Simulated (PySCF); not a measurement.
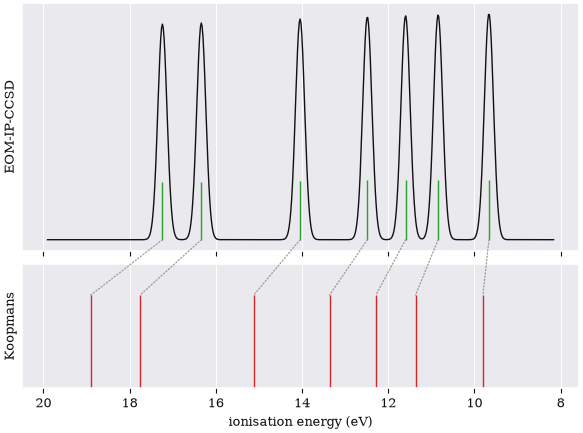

Valence photoelectron lines of C₃H₅B, SMILES BC1C=C1: vertical EOM-IP-CCSD/aug-cc-pVDZ (frozen core, PySCF 2.14.0, at a PBE0-D3(BJ)/def2-SVP geometry (no frequency check); 7 lines, one for each of the 7 highest orbitals, so a line of a deeper orbital can be missing among them) above, Hartree-Fock orbital energies with the sign turned below, non-relativistic; dotted lines join each line to its leading orbital. Stick heights are one-hole weights (summed over degenerate lines), not cross-sections; Gaussian width 0.25 eV.

Do correlation and relaxation change the order of the lines?

Answer. Not among these holes, which come in the order of the orbitals, HOMO, HOMO−1, HOMO−2, HOMO−3, HOMO−4, HOMO−5, HOMO−6.

What is the first vertical ionisation energy, and how far is Koopmans' value off?

Answer. 9.66 eV from the HOMO; Koopmans gives 9.80 eV, 0.14 eV too high.

Known limits of this run: small basis, so the lines can lie some tenths of an eV too low.
